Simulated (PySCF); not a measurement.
# C$_{2}$H$_{4}$OS: geometry relaxation

C$_{2}$H$_{4}$OS (mercaptoacetaldehyde), computed with PBE0-D3(BJ)/ma-def2-SVP geometry optimisation, gas phase (PySCF 2.14.0).

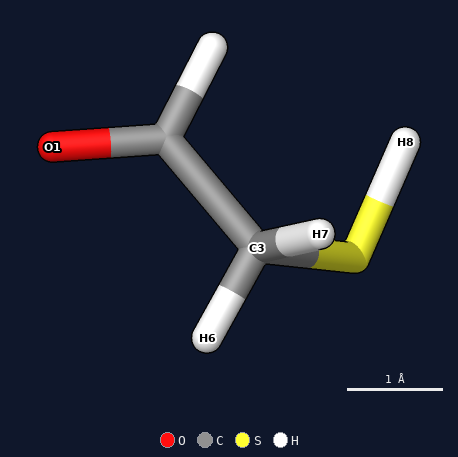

**Figure 1.** The input geometry (stick view, seen at a tilt; atoms are numbered from 1 in the order of the input).

Key numbers:

- outcome: converged
- total energy: −551.476544 hartree
- dipole moment: 2.91 D
- point group: C1
- hardware: 1 CPU thread, shared host
- wall time: 9.1 s
- peak memory: 0.39 GiB

Input file:
```
{"job": {"xc": "PBE0", "basis": "ma-def2-SVP", "d3": "d3bj", "grid": 1, "kind": "geom"}, "charge": 0, "multiplicity": 1}
O     -2.017058     0.616576    -0.182493
C     -0.913140     0.477966     0.252660
C      0.034501    -0.618649    -0.137838
S      1.620216     0.101825    -0.693985
H     -0.485170     1.182246     0.994170
H     -0.355708    -1.196050    -0.974837
H      0.234221    -1.275054     0.710871
H      1.900253     0.729965     0.448764
```

The first line tells a small driver script what to run in PySCF; the rest is the geometry in Å.

Run as:
```bash
OMP_NUM_THREADS=1 python <driver script> task.json out
```

The program's output:
```
step   0  E = -551.47549121  max force = 0.009169
step   1  E = -551.47637857  max force = 0.002552
step   2  E = -551.47648902  max force = 0.000923
step   3  E = -551.47654030  max force = 0.000324
step   4  E = -551.47654410  max force = 0.000177
optimisation converged
```

Trajectory as extended XYZ (Å, eV, eV/Å), 5 frames, from step=0 to step=4:
```
8
Properties=species:S:1:pos:R:3:forces:R:3 step=0 energy=-15006.41247
O    -2.0171    0.6166   -0.1825   -0.4715   0.0585  -0.1773
C    -0.9131    0.4780    0.2527    0.2852  -0.2665  -0.0648
C     0.0345   -0.6187   -0.1378    0.4055   0.3615  -0.1064
S     1.6202    0.1018   -0.6940   -0.1622  -0.2164  -0.4670
H    -0.4852    1.1823    0.9942    0.0309   0.3291   0.3136
H    -0.3557   -1.1961   -0.9748   -0.1747  -0.2047  -0.1905
H     0.2342   -1.2751    0.7109   -0.0641  -0.2665   0.2674
H     1.9002    0.7300    0.4488    0.1509   0.2051   0.4250
8
Properties=species:S:1:pos:R:3:forces:R:3 step=1 energy=-15006.43662
O    -2.0353    0.5822   -0.2160    0.0273  -0.0276  -0.0056
C    -0.9279    0.4844    0.2372   -0.0193   0.0781   0.0434
C     0.0512   -0.5988   -0.1302   -0.0263  -0.0705  -0.0132
S     1.6261    0.1025   -0.7104    0.0346   0.0912   0.1304
H    -0.5457    1.2265    0.9889   -0.0257  -0.0304  -0.0373
H    -0.3555   -1.2024   -0.9556    0.0196   0.0222   0.0442
H     0.2229   -1.2584    0.7377    0.0012   0.0202  -0.0306
H     1.9807    0.6814    0.4650   -0.0114  -0.0834  -0.1313
8
Properties=species:S:1:pos:R:3:forces:R:3 step=2 energy=-15006.43962
O    -2.0470    0.5526   -0.2424    0.0460  -0.0110   0.0140
C    -0.9431    0.4832    0.2255   -0.0302   0.0125   0.0132
C     0.0571   -0.5911   -0.1188   -0.0475  -0.0046  -0.0130
S     1.6202    0.1277   -0.7114    0.0026   0.0179   0.0316
H    -0.5837    1.2434    0.9686   -0.0072  -0.0203  -0.0287
H    -0.3399   -1.2132   -0.9342    0.0178   0.0083   0.0234
H     0.2372   -1.2353    0.7581    0.0137   0.0210  -0.0178
H     2.0161    0.6503    0.4712    0.0048  -0.0238  -0.0226
8
Properties=species:S:1:pos:R:3:forces:R:3 step=3 energy=-15006.44102
O    -2.0688    0.5062   -0.2574    0.0051  -0.0018   0.0099
C    -0.9646    0.4771    0.2134    0.0006  -0.0068  -0.0074
C     0.0629   -0.5774   -0.1107   -0.0078   0.0080  -0.0072
S     1.6130    0.1643   -0.7106   -0.0079   0.0007  -0.0107
H    -0.6261    1.2625    0.9376    0.0074   0.0017   0.0005
H    -0.3163   -1.2235   -0.9145   -0.0038  -0.0108  -0.0026
H     0.2590   -1.2022    0.7758    0.0029   0.0064   0.0009
H     2.0582    0.6103    0.4835    0.0036   0.0026   0.0167
8
Properties=species:S:1:pos:R:3:forces:R:3 step=4 energy=-15006.44112
O    -2.0768    0.4923   -0.2394   -0.0028  -0.0008   0.0051
C    -0.9670    0.4730    0.2182    0.0024  -0.0047  -0.0054
C     0.0642   -0.5752   -0.1134   -0.0019   0.0057  -0.0012
S     1.6074    0.1766   -0.7186   -0.0046  -0.0011  -0.0086
H    -0.6251    1.2635    0.9351    0.0050   0.0029   0.0020
H    -0.3154   -1.2249   -0.9142   -0.0031  -0.0045  -0.0032
H     0.2689   -1.1979    0.7725    0.0023  -0.0003   0.0023
H     2.0612    0.6099    0.4772    0.0029   0.0027   0.0091
```

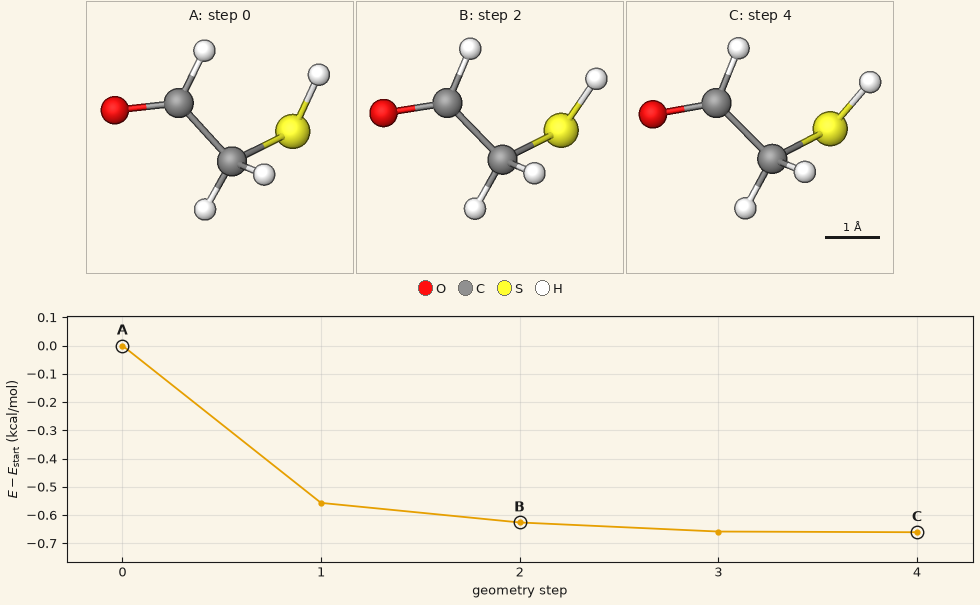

**Figure 2.** Frames of the relaxation (ball-and-stick view, seen at a tilt) above the curves, on which the letters mark them (steps are counted from 0).

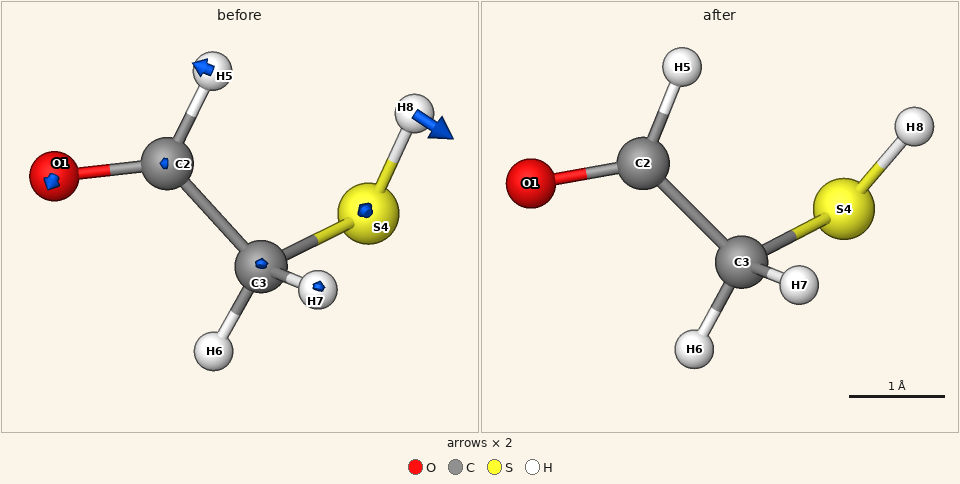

**Figure 3.** Before (left) and after (right) the relaxation, at one scale (ball-and-stick view, seen at a tilt). The blue arrows give the displacements, magnified 2 times. H8 moves most after the best rigid fit: 0.25 Å. By element the largest moves are H 0.25 Å, O 0.09 Å, S 0.09 Å, C 0.05 Å. Among the contacts that change: S4–H8 1.334 → 1.350 Å, C2–H5 1.109 → 1.121 Å, C3–H6 1.089 → 1.099 Å, C3–S4 1.828 → 1.820 Å. Over 4 geometry steps the energy falls by 0.66 kcal/mol. The largest force component goes from 0.47 to 0.0091 eV/Å. (Atoms are counted from 1 in the order of the input.)
